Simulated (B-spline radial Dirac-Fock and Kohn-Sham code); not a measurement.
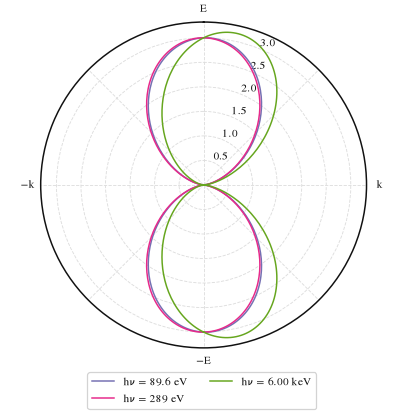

Angular distribution of photoelectrons from M1 (3s) in the plane of the polarisation E (up) and the photon direction k (right), relative to an isotropic one. The figure is for P²⁺. Method: a Dirac–Hartree–Slater potential; 1 + βP₂(cos θ) + (δ + γ cos²θ) sin θ cos φ with E1 and E1–E2 terms (computed with a B-spline radial atomic code). Open shells are averaged over j.

**What are β, γ and δ at 6.00 keV?**

β = 2.000, γ = 1.472, δ = 0.000.

**Is the pattern at 6.00 keV symmetric between forward and backward?**

No: 45° forward of E it is 2.1 times the value 45° backward, from the non-dipole terms.
